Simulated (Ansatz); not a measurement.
# From F to I: the HOMO–LUMO gap

Gas-phase molecules, one atom swapped for its congeners: C2F4 (tetrafluoroethylene) `FC(F)=C(F)F`; C2ClF3 `FC(F)=C(F)Cl`; C2BrF3 (bromotrifluoroethene) `FC(F)=C(F)Br`; C2F3I `FC(F)=C(F)I`. All are singlets with charge 0.

Shapes, held fixed at every level: PBE0-D4/def2-TZVP. Programs: Ansatz 0.2.0. Values in eV.

| level | C2F4 | C2ClF3 | C2BrF3 | C2F3I |
| --- | --- | --- | --- | --- |
| SPW92/def2-TZVPP | 5.79 | 5.28 | 4.60 | 3.73 |
| r2SCAN-D4/def2-TZVPP | 6.40 | 5.82 | 5.13 | 4.18 |
| B3LYP-D4/def2-TZVPP | 7.87 | 7.23 | 6.52 | 5.43 |
| BHLYP-D4/def2-TZVPP | 10.96 | 10.12 | 9.34 | 7.95 |
| PBE0-D4/def2-TZVPP | 8.41 | 7.73 | 7.02 | 5.90 |
| wB97M-V/def2-TZVPP | 13.03 | 12.22 | 11.41 | 10.08 |

At wB97M-V/def2-TZVPP the HOMO–LUMO gap falls at every step, from 13.03 to 10.08 eV. Every level shows the same order. For atoms past krypton def2 sets carry core potentials with scalar relativity. Relativity is left out for Br. Orbital gaps aren't excitation energies, and the LUMO depends on the basis.

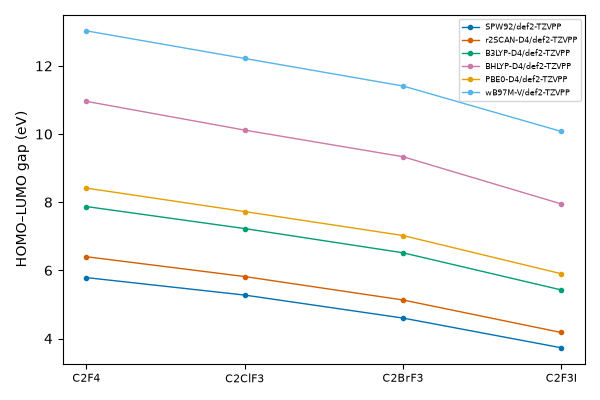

The trend along the series, level by level.
